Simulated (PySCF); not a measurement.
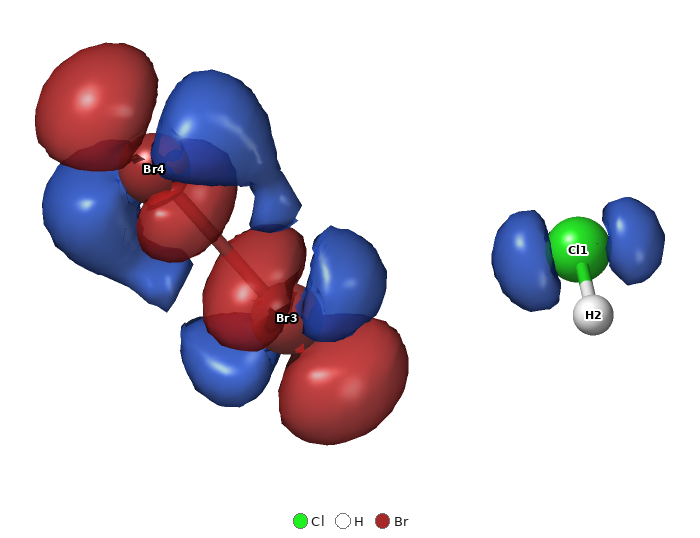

Br$_{2}$ClH, SMILES `Cl.BrBr`. Unrelaxed difference density of S₃ less the ground state (TDA singlet states), ±0.03 e/Å³; red: gain, blue: loss.

PySCF calculation, CAM-B3LYP/def2-SVP, gas phase; geometry: an unrelaxed start of a pair search. Without diffuse functions Rydberg states are missing, so the states' numbers hold for this basis only.

Geometry (Å), atoms numbered from 1:

```
Cl1      3.1116    0.6432   -0.0711
H2       3.5066    0.5495    1.1397
Br3      0.0491   -0.9195   -0.0021
Br4     -1.6606    0.5914    0.0040
```

**How does the charge move on excitation?**

0.65 e is displaced in all, of which about 0.1 e passes between atoms: Cl1 (0.11 e) loses electrons and Br3 (0.13 e) gains them. The state: 5.08 eV (244 nm), f = 0.002 (very weak); the leading pair carries 100 %; hole on Br4 (51 %), Br3 (37 %) and Cl1 (11 %), electron on Br3 and Br4 (50 % each); their centroids lie 0.4 Å apart.
